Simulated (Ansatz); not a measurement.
**Ru2C: one candidate of a structure search**

Aim: relax a trial structure of Ru2C and see where it ends.

Program: Ansatz 0.2.0. Level of theory: DFT PBE, scalar-relativistic, plane waves, PAW. These are calculated values, not measurements.

## Step 1: Starting point

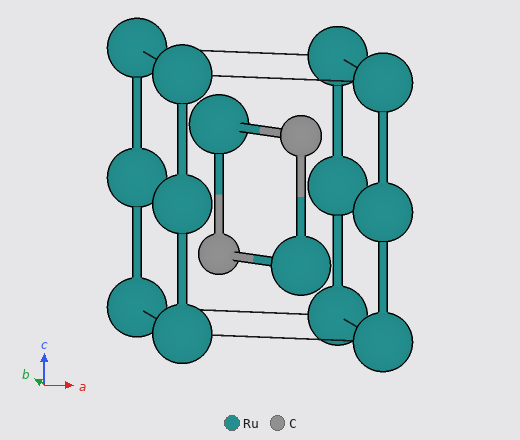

Start, viewed slightly off an axis; ruthenium teal, carbon grey. Atoms on the faces are drawn again on the opposite ones.

As a file:

```cif
data_structure
_symmetry_space_group_name_H-M 'P6_3/mmc'
_symmetry_Int_Tables_number 194
_cell_length_a 4.1630
_cell_length_b 4.1630
_cell_length_c 5.1731
_cell_angle_alpha 90.000
_cell_angle_beta 90.000
_cell_angle_gamma 120.000
_cell_volume 77.64
loop_
_atom_site_label
_atom_site_type_symbol
_atom_site_symmetry_multiplicity
_atom_site_Wyckoff_symbol
_atom_site_fract_x
_atom_site_fract_y
_atom_site_fract_z
_atom_site_occupancy
Ru1 Ru 2 d 0.33333 0.66667 0.75000 1
Ru2 Ru 2 a 0.00000 0.00000 0.00000 1
C1 C 2 c 0.33333 0.66667 0.25000 1
```

Recipe of the guess: species swapped into a database cell of Tb2Tl (P6_3/mmc, No. 194), with Ru on the Tb sites and C on the Tl sites. Its size is a rough estimate.

## Step 2: Probe: one point on a coarse mesh

File input.yaml:

```yaml
crystal:
  lattice:
    - [4.16301051, 0.0, 0.0]
    - [-2.08150525, 3.60527286, 0.0]
    - [0.0, 0.0, 5.1730958]
  atoms:
    - { symbol: Ru, position: [0.33333333, 0.66666667, 0.75] }
    - { symbol: Ru, position: [0.66666667, 0.33333333, 0.25] }
    - { symbol: Ru, position: [0.0, 0.0, 0.0] }
    - { symbol: Ru, position: [0.0, 0.0, 0.5] }
    - { symbol: C, position: [0.33333333, 0.66666667, 0.25] }
    - { symbol: C, position: [0.66666667, 0.33333333, 0.75] }
basis:
  ecutwfc: 420
kpoints:
  mp_grid: { grid: [6, 6, 4] }
hamiltonian:
  xc: pbe
scf:
  occupations: { method: gaussian, width: 0.1 }
  lower_state_search: "off"
output:
  forces: true
  stress: true
  eigenvalues: true
```

Launch:

```bash
ansatz run input.yaml --threads 1 --pin off --max-ram 2560MiB --backend cpu --events-out ev --progress --plain --runs-dir out
```

What it wrote, cut to the lines that bear on the results:

```text
[...]
SCF converged after 6 iterations
Free energy (F): -24007.731152 eV
[...]
E sigma→0 (E₀):  -24007.697210 eV
Entropy (-TS):   -0.067885 eV (-11.314 meV/atom)
Fermi energy:    17.873648 eV
[...]
--- Forces (eV/Å), atoms counted from 1 ---
  atom   1  Ru     0.00000000     0.00000000     0.00000000
  atom   2  Ru    -0.00000000    -0.00000000     0.00000000
  atom   3  Ru    -0.00000000     0.00000000    -0.00000000
  atom   4  Ru    -0.00000000    -0.00000000     0.00000000
  atom   5  C     -0.00000000    -0.00000000     0.00000000
  atom   6  C      0.00000000     0.00000000     0.00000000
[...]
--- Stress (GPa, compression-positive) ---
      -29.355375      -0.000000       0.000000
       -0.000000     -29.355375       0.000000
        0.000000       0.000000     -23.263023
  P = ⅓ Tr σ = -27.3246 GPa (-273.246 kbar)
--- Band table (eV; the first three rows and the last of 21) ---
[...]
```

Wall time 1.5 s (1 thread of AMD EPYC 9R45 (Zen 5), shared host); peak memory 0.39 GiB.

The probe gives pressure -27.3 GPa, largest force 0.00 eV/Å, gap on this mesh none (metal). A cheap, loose relaxation comes first.

## Step 3: Coarse relaxation

Edit input.yaml of step 2 so:

```diff
@@ -25 +25,6 @@
   eigenvalues: true
+relax:
+  adjacent_minimum: "off"
+  f_tol: 0.04
+  max_steps: 70
+  cell: { stress_tol: 0.4 }
```

Launch:

```bash
ansatz run input.yaml --threads 1 --pin off --max-ram 2560MiB --backend cpu --events-out ev --progress --plain --runs-dir out
```

What it wrote:

```text
Warning: RAYON_NUM_THREADS=1 ignored (pool sized by the plan → 1); use --threads N
Engine: ansatz 0.2.0, x86_64-unknown-linux-gnu
Pseudopotentials: kind: paw
Pseudopotential: Ru, paw, valence charge 16, recommended cutoff 420 eV (normal), Ru.paw.azcp
Pseudopotential: C, paw, valence charge 4, recommended cutoff 420 eV (normal), C.paw.azcp
Functional definition: PBE
  parameter kappa = 0.804
  parameter beta = 0.06672455060314922
  exchange = pbe_x(kappa = kappa, mu = beta*pi^2/3)
  correlation = pbe_c(beta = beta)
Crystal: 6 atoms, lattice volume = 77.642 Å³
Basis set: ecut = 420 eV, 1487 PW (Γ), exchange–correlation on 60×60×72 points (8 copies of the dense FFT grid, shifted against one another)
Bands: 44, of which v1, the nominal top of the filled ones, is band 36 counted from 1 (35 counted from 0)
Symmetry: 24 space group operations
Space group: P63/mmc (ITA 194), of the structure as read, at distance tolerance 4.3e-5 Å
k-points: 21 of 144
Non-local potential: Ru, projectors of the file, l = 0: 3, l = 1: 2, l = 2: 2, l = 3: 1
Non-local potential: C, projectors of the file, l = 0: 2, l = 1: 2, l = 2: 1
PAW form: soft (Blöchl's): semilocal exchange-correlation on the pseudo side does not see the compensation charge
PAW one-centre angular grid: Ru, 590 points (default); XC on 64 Gauss nodes
PAW one-centre angular grid: C, 110 points (default); XC on 64 Gauss nodes
Initial density: superposition of atomic densities (neutral atoms: chi_scale 0, normalization atom), corrected by the library's trained network
Initial wavefunctions: pseudopotential atomic-orbital guess
Functional: x = pbe(κ = 0.804, μ = 0.2195149727645171), c = pbe(β = 0.06672455060314922)
SCF iter   1: F=—  HF=-24007.731301 eV  |F-HF|=—  |Δ(HF+E_count)|=         —  Δρ=1.20e-2  dr2=7.50e-2  ethr=1.77e-3  ⟨swp⟩=5.3  Hψ=2888  notcnv=0
preconditioner: auto → Kerker (q_TF=auto, 2.694 Å⁻¹)  [metal: Δε(μ)=0.016 eV  Ē_g=4.972 eV  σ=0.100 eV  W_gap=0.09  n_scr=22 (ndim 8)  ℏωp=26.7 eV  f_vac=0.000  D(μ)=13.36/eV (n_scr^D=224)]
SCF iter   2: F=—  HF=-24007.730356 eV  |F-HF|=—  |Δ(HF+E_count)|=   9.45e-4  Δρ=5.42e-3  dr2=1.33e-2  ethr=1.04e-4  ⟨swp⟩=1.0  Hψ=1092  notcnv=0
SCF iter   3: F=—  HF=-24007.731000 eV  |F-HF|=—  |Δ(HF+E_count)|=   6.44e-4  Δρ=9.92e-4  dr2=3.40e-4  ethr=1.85e-5  ⟨swp⟩=1.5  Hψ=1038  notcnv=0
SCF iter   4: F=—  HF=-24007.731061 eV  |F-HF|=—  |Δ(HF+E_count)|=   6.18e-5  Δρ=1.44e-4  dr2=8.28e-6  ethr=4.73e-7  ⟨swp⟩=2.2  Hψ=1524  notcnv=0
SCF iter   5: F=—  HF=-24007.731152 eV  |F-HF|=—  |Δ(HF+E_count)|=   9.09e-5  Δρ=4.23e-5  dr2=1.21e-6  ethr=1.15e-8  ⟨swp⟩=2.4  Hψ=1574  notcnv=0
SCF iter   6: F=-24007.731152 eV  HF=-24007.731152 eV  |F-HF|=3.30e-9  |Δ(HF+E_count)|=   9.31e-8  Δρ=9.58e-6  dr2=4.88e-8  ethr=1.39e-10  ⟨swp⟩=6.0  Hψ=3830  notcnv=0
SCF 1 converged in 6 iterations: F = -24007.731152 eV  dr2 = 4.88e-8
relax step   1: F+E_penalty+E_count = -24007.73115218 eV  Δ(F+E_penalty+E_count) = +0.000e0 eV  max|allowed force component| = 1.727e-16 eV/Å  Δτ_max = 0.0000 Å  P = -27.325 GPa  Ω = 77.642 Å³  (6 SCF iters, dr2 threshold 1.00e-7 eV, accepted)
Crystal: 6 atoms, lattice volume = 67.604 Å³
Basis set: ecut = 420 eV, 1325 PW (Γ), exchange–correlation on 60×60×72 points (8 copies of the dense FFT grid, shifted against one another)
Initial density: handed on by an earlier stage of this run
Initial wavefunctions: those handed on with the density
iter 1 solved again at ethr=6.00e-4 eV; its pass at ethr=3.10e-3 eV (dr2=4.32e-1 eV) is discarded
SCF iter   1: F=—  HF=-24008.744747 eV  |F-HF|=—  |Δ(HF+E_count)|=         —  Δρ=2.05e-2  dr2=4.29e-1  ethr=6.00e-4  ⟨swp⟩=1.0  Hψ=4634  notcnv=0
preconditioner: auto → Kerker (q_TF=auto, 2.757 Å⁻¹)  [metal: Δε(μ)=0.005 eV  Ē_g=5.855 eV  σ=0.100 eV  W_gap=0.03  n_scr=22 (ndim 8)  ℏωp=28.6 eV  f_vac=0.000  D(μ)=12.37/eV (n_scr^D=224)]
SCF iter   2: F=—  HF=-24008.696313 eV  |F-HF|=—  |Δ(HF+E_count)|=   4.84e-2  Δρ=9.74e-3  dr2=1.01e-1  ethr=5.96e-4  ⟨swp⟩=1.9  Hψ=983  notcnv=0
SCF iter   3: F=—  HF=-24008.680226 eV  |F-HF|=—  |Δ(HF+E_count)|=   1.61e-2  Δρ=1.31e-3  dr2=9.53e-4  ethr=1.40e-4  ⟨swp⟩=2.0  Hψ=1164  notcnv=0
SCF iter   4: F=—  HF=-24008.680053 eV  |F-HF|=—  |Δ(HF+E_count)|=   1.72e-4  Δρ=2.19e-4  dr2=1.93e-5  ethr=1.32e-6  ⟨swp⟩=2.2  Hψ=1270  notcnv=0
SCF iter   5: F=—  HF=-24008.680094 eV  |F-HF|=—  |Δ(HF+E_count)|=   4.03e-5  Δρ=3.63e-5  dr2=6.11e-7  ethr=2.68e-8  ⟨swp⟩=2.3  Hψ=1513  notcnv=0
SCF iter   6: F=-24008.680094 eV  HF=-24008.680094 eV  |F-HF|=1.75e-8  |Δ(HF+E_count)|=   7.19e-8  Δρ=9.24e-6  dr2=3.95e-8  ethr=8.33e-10  ⟨swp⟩=4.9  Hψ=3173  notcnv=0
SCF 2 converged in 6 iterations: F = -24008.680094 eV  dr2 = 3.95e-8
relax step   2: F+E_penalty+E_count = -24008.68009362 eV  Δ(F+E_penalty+E_count) = -9.489e-1 eV  max|allowed force component| = 2.529e-16 eV/Å  Δτ_max = 0.0000 Å  P = +2.472 GPa  Ω = 67.604 Å³  energy of the carried Pulay correction = +1.056e-2 eV  (6 SCF iters, dr2 threshold 6.00e-7 eV, accepted)
Crystal: 6 atoms, lattice volume = 68.089 Å³
Basis set: ecut = 420 eV, 1373 PW (Γ), exchange–correlation on 60×60×72 points (8 copies of the dense FFT grid, shifted against one another)
iter 1 solved again at ethr=7.69e-6 eV; its pass at ethr=3.10e-3 eV (dr2=5.54e-3 eV) is discarded
SCF iter   1: F=—  HF=-24008.754731 eV  |F-HF|=—  |Δ(HF+E_count)|=         —  Δρ=5.05e-3  dr2=6.75e-3  ethr=7.69e-6  ⟨swp⟩=2.0  Hψ=4493  notcnv=0
preconditioner: auto → Kerker (q_TF=auto, 2.754 Å⁻¹)  [metal: Δε(μ)=0.018 eV  Ē_g=5.808 eV  σ=0.100 eV  W_gap=0.10  n_scr=22 (ndim 8)  ℏωp=28.5 eV  f_vac=0.000  D(μ)=12.93/eV (n_scr^D=224)]
SCF iter   2: F=—  HF=-24008.754016 eV  |F-HF|=—  |Δ(HF+E_count)|=   7.15e-4  Δρ=2.62e-3  dr2=1.94e-3  ethr=7.69e-6  ⟨swp⟩=1.0  Hψ=924  notcnv=0
SCF iter   3: F=—  HF=-24008.753747 eV  |F-HF|=—  |Δ(HF+E_count)|=   2.69e-4  Δρ=2.83e-4  dr2=3.59e-5  ethr=2.70e-6  ⟨swp⟩=1.0  Hψ=926  notcnv=0
SCF iter   4: F=—  HF=-24008.753823 eV  |F-HF|=—  |Δ(HF+E_count)|=   7.61e-5  Δρ=5.64e-5  dr2=1.32e-6  ethr=4.98e-8  ⟨swp⟩=2.4  Hψ=1389  notcnv=0
iter 5 did not close the SCF: its close was put off for the readings that it lacked (scf_convergence_deferred on its scf_iter line)
SCF iter   5: F=-24008.753823 eV  HF=-24008.753823 eV  |F-HF|=3.32e-8  |Δ(HF+E_count)|=   3.15e-8  Δρ=9.38e-6  dr2=5.17e-8  ethr=1.83e-9  ⟨swp⟩=2.0  Hψ=1326  notcnv=0
SCF iter   6: F=-24008.753823 eV  HF=-24008.753823 eV  |F-HF|=5.38e-10  |Δ(HF+E_count)|=   4.53e-9  Δρ=2.26e-6  dr2=2.01e-9  ethr=7.18e-11  ⟨swp⟩=2.0  Hψ=2689  notcnv=0
SCF 3 converged in 6 iterations: F = -24008.753823 eV  dr2 = 2.01e-9
relax step   3: F+E_penalty+E_count = -24008.75382291 eV  Δ(F+E_penalty+E_count) = -7.373e-2 eV  max|allowed force component| = 1.727e-16 eV/Å  Δτ_max = 0.0000 Å  P = +0.552 GPa  Ω = 68.089 Å³  energy of the carried Pulay correction = +9.881e-3 eV  (6 SCF iters, dr2 threshold 6.00e-7 eV, accepted)
[... 11 lines left out ...]
relax step   4: F+E_penalty+E_count = -24009.03725042 eV  Δ(F+E_penalty+E_count) = -2.834e-1 eV  max|allowed force component| = 4.441e-16 eV/Å  Δτ_max = 0.0000 Å  P = -2.859 GPa  Ω = 69.129 Å³  energy of the carried Pulay correction = +8.307e-3 eV  (6 SCF iters, dr2 threshold 6.00e-7 eV, accepted)
[... 11 lines left out ...]
relax step   5: F+E_penalty+E_count = -24009.20050252 eV  Δ(F+E_penalty+E_count) = -1.633e-1 eV  max|allowed force component| = 3.362e-16 eV/Å  Δτ_max = 0.0000 Å  P = +7.125 GPa  Ω = 67.330 Å³  energy of the carried Pulay correction = +9.926e-3 eV  (6 SCF iters, dr2 threshold 6.00e-7 eV, accepted)
[... 12 lines left out ...]
relax step   6: F+E_penalty+E_count = -24009.25945708 eV  Δ(F+E_penalty+E_count) = -5.895e-2 eV  max|allowed force component| = 3.547e-16 eV/Å  Δτ_max = 0.0000 Å  P = +1.974 GPa  Ω = 68.715 Å³  energy of the carried Pulay correction = +8.179e-3 eV  (6 SCF iters, dr2 threshold 6.00e-7 eV, accepted)
[... 12 lines left out ...]
relax step   7: F+E_penalty+E_count = -24009.26751939 eV  Δ(F+E_penalty+E_count) = -8.062e-3 eV  max|allowed force component| = 4.287e-16 eV/Å  Δτ_max = 0.0000 Å  P = -0.039 GPa  Ω = 69.361 Å³  energy of the carried Pulay correction = +7.343e-3 eV  (6 SCF iters, dr2 threshold 6.00e-7 eV, accepted)
[... 12 lines left out ...]
relax step   8: F+E_penalty+E_count = -24009.26729462 eV  Δ(F+E_penalty+E_count) = +2.248e-4 eV  max|allowed force component| = 2.976e-16 eV/Å  Δτ_max = 0.0000 Å  P = +0.088 GPa  Ω = 69.361 Å³  stress off target by 7.36e-1 GPa  SCF on the basis re-selected at this cell (its energy is not comparable with the rows above)  (6 SCF iters)
[... 14 lines left out ...]
relax step   9: F+E_penalty+E_count = -24009.26882060 eV  Δ(F+E_penalty+E_count) = -1.526e-3 eV  max|allowed force component| = 4.186e-16 eV/Å  Δτ_max = 0.0000 Å  P = +0.073 GPa  Ω = 69.471 Å³  energy of the carried Pulay correction = -9.480e-5 eV  (6 SCF iters, dr2 threshold 6.00e-7 eV, accepted)
Basis set: ecut = 420 eV, 1363 PW (Γ), exchange–correlation on 50×50×80 points (8 copies of the dense FFT grid, shifted against one another)
iter 1 solved again at ethr=9.44e-8 eV; its pass at ethr=3.10e-3 eV (dr2=6.79e-5 eV) is discarded
SCF iter   1: F=—  HF=-24009.268792 eV  |F-HF|=—  |Δ(HF+E_count)|=         —  Δρ=2.96e-5  dr2=7.00e-8  ethr=9.44e-8  ⟨swp⟩=3.0  Hψ=5520  notcnv=0
preconditioner: auto → Kerker (q_TF=auto, 2.745 Å⁻¹)  [metal: Δε(μ)=0.006 eV  Ē_g=5.831 eV  σ=0.100 eV  W_gap=0.04  n_scr=22 (ndim 8)  ℏωp=28.2 eV  f_vac=0.000  D(μ)=8.63/eV (n_scr^D=122)]
SCF iter   2: F=—  HF=-24009.268910 eV  |F-HF|=—  |Δ(HF+E_count)|=   1.17e-4  Δρ=1.49e-5  dr2=1.53e-8  ethr=9.72e-11  ⟨swp⟩=2.8  Hψ=1895  notcnv=0
iter 3 did not close the SCF: its close was put off for the readings that it lacked (scf_convergence_deferred on its scf_iter line)
SCF iter   3: F=-24009.268910 eV  HF=-24009.268910 eV  |F-HF|=1.92e-9  |Δ(HF+E_count)|=   1.44e-7  Δρ=2.01e-6  dr2=6.14e-10  ethr=2.13e-11  ⟨swp⟩=2.0  Hψ=1334  notcnv=0
iter 4 did not close the SCF: its close was put off for the readings that it lacked (scf_convergence_deferred on its scf_iter line)
SCF iter   4: F=-24009.268910 eV  HF=-24009.268910 eV  |F-HF|=3.64e-12  |Δ(HF+E_count)|=   2.07e-9  Δρ=3.07e-7  dr2=1.98e-11  ethr=1.00e-12  ⟨swp⟩=2.2  Hψ=1498  notcnv=0
iter 5 did not close the SCF: its close was put off for the readings that it lacked (scf_convergence_deferred on its scf_iter line)
SCF iter   5: F=-24009.268910 eV  HF=-24009.268910 eV  |F-HF|=7.28e-12  |Δ(HF+E_count)|=  3.64e-12  Δρ=7.18e-8  dr2=1.40e-12  ethr=1.00e-12  ⟨swp⟩=1.0  Hψ=924  notcnv=0
iter 6 did not close the SCF: its close was put off for the readings that it lacked (scf_convergence_deferred on its scf_iter line)
SCF iter   6: F=-24009.268910 eV  HF=-24009.268910 eV  |F-HF|=3.64e-12  |Δ(HF+E_count)|=    0.00e0  Δρ=1.24e-8  dr2=7.92e-14  ethr=1.00e-12  ⟨swp⟩=1.0  Hψ=924  notcnv=0
SCF iter   7: F=-24009.268910 eV  HF=-24009.268910 eV  |F-HF|=3.64e-12  |Δ(HF+E_count)|=    0.00e0  Δρ=2.95e-9  dr2=4.78e-15  ethr=1.00e-12  ⟨swp⟩=1.3  Hψ=1947  notcnv=0
SCF 10 converged in 7 iterations: F = -24009.268910 eV  dr2 = 4.78e-15
relax step  10: F+E_penalty+E_count = -24009.26890971 eV  Δ(F+E_penalty+E_count) = -8.911e-5 eV  max|allowed force component| = 6.661e-16 eV/Å  Δτ_max = 0.0000 Å  P = +0.076 GPa  Ω = 69.471 Å³  stress off target by 2.82e-1 GPa  SCF on the basis re-selected at this cell (its energy is not comparable with the rows above)  (7 SCF iters)
basis re-selected at this cell: Δ(F+E_penalty+E_count) = -8.911e-5 eV, ΔP = +0.003 GPa vs the last step (what re-selecting the basis moved, of the pressure what is left beyond the Pulay correction that the steps carried, after the strain that the cell walked since its last selection, with what the two solves' SCF thresholds leave and, on support functions, any second-order correction that the steps lacked; it is no measure of the basis error at this ecutwfc). The dense FFT grid was sized anew with the basis: this SCF ran on 25×25×40 points, the steps before it on 27×27×40, so part of this shift can come from that change (see relax.cell in the input reference). This SCF's stress stands 2.82e-1 GPa from its target on what of the cell is left free (relax.cell.stress_tol is 4.00e-1 GPa) and its largest allowed force component is 6.66e-16 eV/Å (relax.f_tol is 4.00e-2 eV/Å): within both
SCF converged after 7 iterations
Free energy (F): -24009.268910 eV
Harris-Foulkes:  -24009.268910 eV  (|F-HF|=3.64e-12)
Internal energy: -24009.225753 eV  (E = F + TS)
E sigma→0 (E₀):  -24009.247332 eV
Entropy (-TS):   -0.043156 eV (-7.193 meV/atom)
Fermi energy:    20.595299 eV
--- Per-component energies (eV) ---
  E_band       = -290.565178
  E_kinetic    = 2228.620278
  E_local      = -5780.064318  (includes V_loc(G=0)·N_el)
  E_nonlocal   = 1434.712194
  E_hartree    = 1899.842658
  E_xc         = -854.638556
  E_vxc        = -1071.307290  (∫ρ·V_xc dr)
  E_paw        = -14042.796203  (= ΣΔE_a)
  E_vpaw       = -902.210626  (= ΣTr[D̂ρ^β])
  E_aug_tail   = -0.000734  (compensation charges beyond the density's cutoff)
  E_ewald      = -8894.901072
  E_smearing   = -0.043156  (= −TS)
  E_closure    = 0.000000  (closes the sum)
  Σ components = -24009.268910   (vs F -24009.268910, Δ=0.00e0)
--- Forces (eV/Å), atoms counted from 1 ---
  atom   1  Ru    -0.00000000     0.00000000     0.00000000
  atom   2  Ru     0.00000000    -0.00000000     0.00000000
  atom   3  Ru    -0.00000000    -0.00000000     0.00000000
  atom   4  Ru    -0.00000000    -0.00000000     0.00000000
  atom   5  C     -0.00000000    -0.00000000     0.00000000
  atom   6  C      0.00000000     0.00000000     0.00000000
  max |Σ_I F_I| component: 1.30e-16 eV/Å
--- Stress (GPa, compression-positive) ---
       -0.027039      -0.000000       0.000000
       -0.000000      -0.027039       0.000000
        0.000000       0.000000       0.281627
  P = ⅓ Tr σ = 0.0758 GPa (0.758 kbar)
--- Band table (eV; the first three rows and the last of 21) ---
  k-point 0: bands = ["-52.3644", "-52.2803", "-52.1163", "-52.0599", "-22.5833", "-22.5833", "-22.4722", "-22.4567", "-22.3892", "-22.3892", "-22.2572", "-22.0842", "-22.0842", "-21.9218", "-21.9011", "-21.9011", "7.7392", "9.1779", "13.5402", "13.5402", "14.5782", "15.1791", "15.1791", "15.2371", "15.6335", "15.6335", "17.5708", "17.5708", "19.1196", "19.1196", "19.4761", "19.4761", "19.4832", "19.6678", "20.6353", "21.2740", "21.2740", "21.8398", "23.0242", "23.0242", "23.6404", "23.9670", "24.2564", "24.2564"]
  k-point 1: bands = ["-52.3543", "-52.2959", "-52.1048", "-52.0660", "-22.5618", "-22.5618", "-22.4737", "-22.4611", "-22.4294", "-22.4294", "-22.2050", "-22.0456", "-22.0456", "-21.9696", "-21.9210", "-21.9210", "7.9398", "8.9610", "13.7203", "13.7203", "14.6409", "14.8182", "14.8182", "15.2301", "15.8648", "15.8648", "17.0475", "17.0475", "18.5558", "19.8007", "19.8007", "19.8450", "19.8450", "20.5540", "21.0615", "21.0615", "21.0828", "21.0944", "22.3344", "22.3344", "23.7890", "24.6559", "24.6559", "24.7220"]
  k-point 2: bands = ["-52.3275", "-52.3275", "-52.0830", "-52.0830", "-22.5035", "-22.5035", "-22.5035", "-22.5035", "-22.4698", "-22.4698", "-22.0856", "-22.0856", "-21.9755", "-21.9755", "-21.9755", "-21.9755", "8.4409", "8.4409", "14.2062", "14.2062", "14.2062", "14.2062", "14.9408", "14.9408", "16.3529", "16.3529", "16.3529", "16.3529", "19.0064", "19.0064", "20.4689", "20.4689", "20.4689", "20.4689", "21.1163", "21.1163", "21.1163", "21.1163", "21.6329", "21.6329", "24.5584", "24.5584", "25.1202", "25.1202"]
  k-point 20: bands = ["-52.2803", "-52.2803", "-52.1282", "-52.1282", "-22.6809", "-22.6809", "-22.6608", "-22.6608", "-22.2935", "-22.2935", "-22.1149", "-22.1149", "-22.0541", "-22.0541", "-21.7668", "-21.7668", "9.4071", "9.4071", "14.7369", "14.7369", "14.9543", "14.9543", "15.7799", "15.7799", "17.0536", "17.0536", "17.5451", "17.5451", "17.7048", "17.7048", "18.2094", "18.2094", "20.0572", "20.0572", "20.2723", "20.2723", "20.5570", "20.5570", "21.2239", "21.2239", "22.7124", "22.7124", "23.6162", "23.6162"]
--- Relaxed structure (8 steps of the walk, 8 accepted, 2 SCFs on fresh bases) ---
  F+E_penalty+E_count = -24009.26890971 eV   max|allowed force component| = 6.661e-16 eV/Å   (the final SCF, on the basis selected at the relaxed cell)
  cell:  # Å, volume = 69.4713 Å³
    - [3.7374635822479743, -2.591664882657623e-9, 0.0]
    - [-1.8687317888795394, 3.2367384092417693, 0.0]
    - [0.0, 0.0, 5.742762067073137]
  atoms:
    - { symbol: Ru, position: [0.33333333333333326, 0.6666666666666666, 0.7499999999999999] }
    - { symbol: Ru, position: [0.6666666666666665, 0.33333333333333326, 0.24999999999999997] }
    - { symbol: Ru, position: [-3.6007091505990457e-34, -8.046359019449035e-34, -2.0683187042759406e-35] }
    - { symbol: Ru, position: [1.8708759695609232e-34, 2.5596992871934043e-35, 0.49999999999999994] }
    - { symbol: C, position: [0.33333333333333326, 0.6666666666666666, 0.24999999999999997] }
    - { symbol: C, position: [0.6666666666666665, 0.33333333333333326, 0.7499999999999999] }
```

It took 16 s on 1 thread of AMD EPYC 9R45 (Zen 5), shared host; peak memory 0.41 GiB.

Relaxation path:

```
step  energy from step 1 (eV/cell)  largest force component (eV/Å)  pressure (GPa)  volume (Å³)
   1                        0.0000                          0.0000          -27.32        77.64
   2                       -0.9489                          0.0000            2.47        67.60
   3                       -1.0227                          0.0000            0.55        68.09
   4                       -1.3061                          0.0000           -2.86        69.13
   5                       -1.4694                          0.0000            7.13        67.33
   6                       -1.5283                          0.0000            1.97        68.71
   7                       -1.5364                          0.0000           -0.04        69.36
   8                       -1.5361                          0.0000            0.09        69.36
   9                       -1.5377                          0.0000            0.07        69.47
  10                       -1.5378                          0.0000            0.08        69.47
```

Step 1 is the start. Steps 8, 10 each repeat the geometry before them on a plane-wave basis chosen anew, so the energy can jump there without any move.

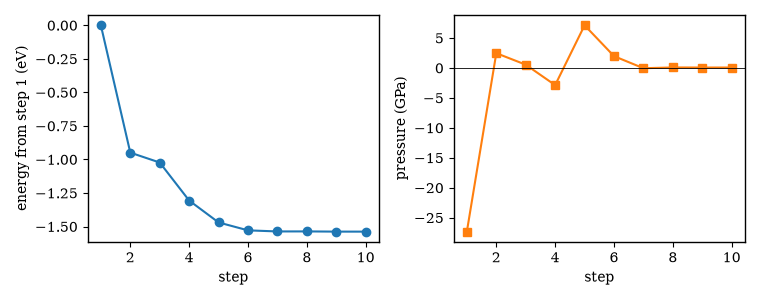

Energy and pressure along the relaxation.

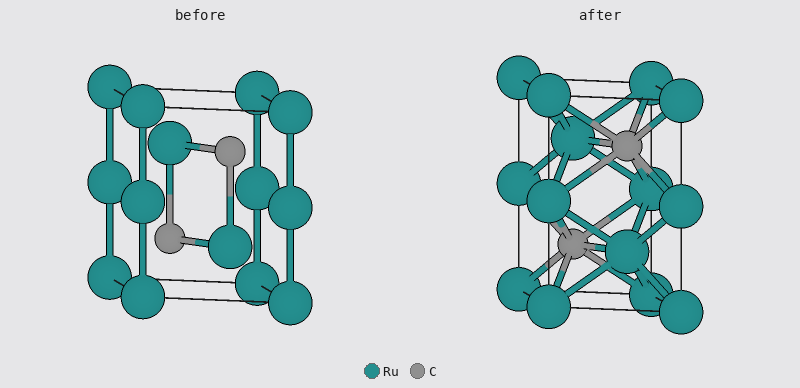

Before and after, at one scale.

|  | before | after | change |
| --- | --- | --- | --- |
| a (Å) | 4.163 | 3.737 | -10.2 % |
| b (Å) | 4.163 | 3.737 | -10.2 % |
| c (Å) | 5.173 | 5.743 | +11.0 % |
| volume (Å³/atom) | 12.94 | 11.58 | -10.5 % |
| shortest distance (Å) | 2.404 | 2.158 | -10.2 % |
| space group (0.01 Å) | P6_3/mmc | P6_3/mmc | same |

The run keeps the 24 symmetry operations of the start, so it could not have lowered the symmetry.

[end of part 1 of 2]
